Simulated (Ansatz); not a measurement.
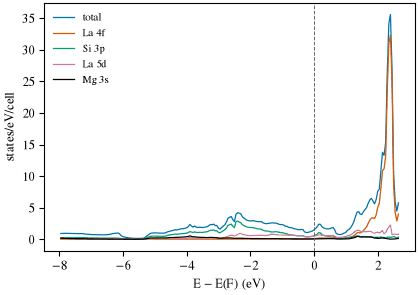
Figure: Total and projected density of states of LaMg₂Si₂ in space group P4/mmm (No. 123; La on 1a, Mg on 2e, Si on 2h), the program Ansatz at the r²SCAN level (PAW)

Question: Which orbitals carry the states next to the Fermi level?

Answer: Within 0.5 eV of the Fermi level: Si 3p 37 %, La 5d 34 %, La 4f 8 %, outside the projected shells 11 %. Projections are on Löwdin-orthogonalised atomic valence shells; empty p or d shells of many metals are not among them.

Question: Where is the tallest occupied peak in this window, and what makes it?

Answer: Near -2.4 eV, about 4.2 states/eV per cell; the largest projected share is Si 3p.

The first step of the workflow began from a Materials Project structure, measured or hypothetical; the Crystallography Open Database copy checked does not list it. Whether it is the stable phase at ambient conditions was not checked. Symmetry was held in the r²SCAN relaxation; whether a distortion lowers the energy is not shown. Spin–orbit coupling is left out wherever it is not named.

Potentials: the earlier of the program's two PAW sets.
